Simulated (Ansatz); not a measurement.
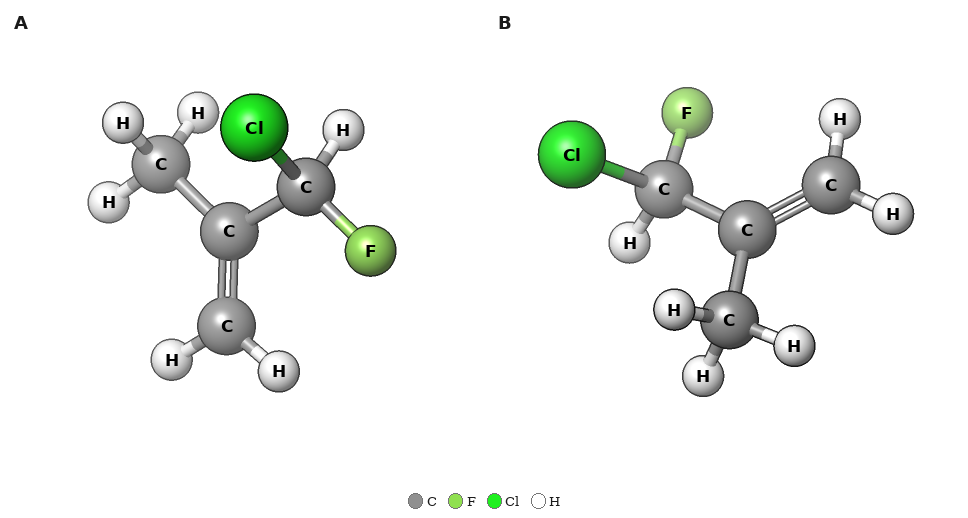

Distant atoms are faded towards the background colour. The geometry was computed by an optimisation with PBE-D4/def2-SVP. No frequency run is at hand to confirm it as a minimum.

How are A and B related: the same structure turned, mirror images, conformers, diastereomers or constitutional isomers?

They are the same structure, C4H6ClF (C=C(C)[C@H](F)Cl), seen from two directions: a rotation takes one into the other. The geometry is chiral (C1), so its mirror image would differ.
